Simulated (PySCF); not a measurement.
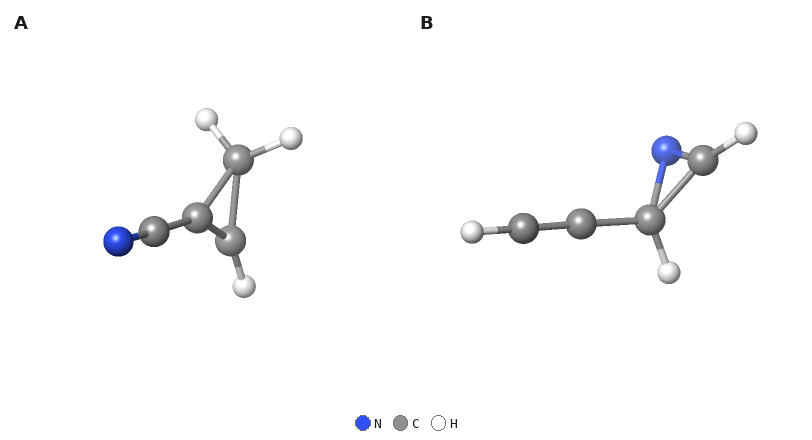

2 stationary structures of one formula. Geometries: PBE0-D3(BJ)/def2-SVP. Electronic energies: PBE0-D3(BJ)/def2-SVP (PySCF 2.14.0), without zero-point energy. No frequency run is at hand to confirm each as a minimum.

> How are they related?

They are constitutional isomers of C4H3N: A `N#CC1=CC1`, B `C#C[C@@H]1C=N1`.

> Rank them by energy, lowest first.

A is lowest (Cs); B lies 114.3 kJ/mol above it (C1).
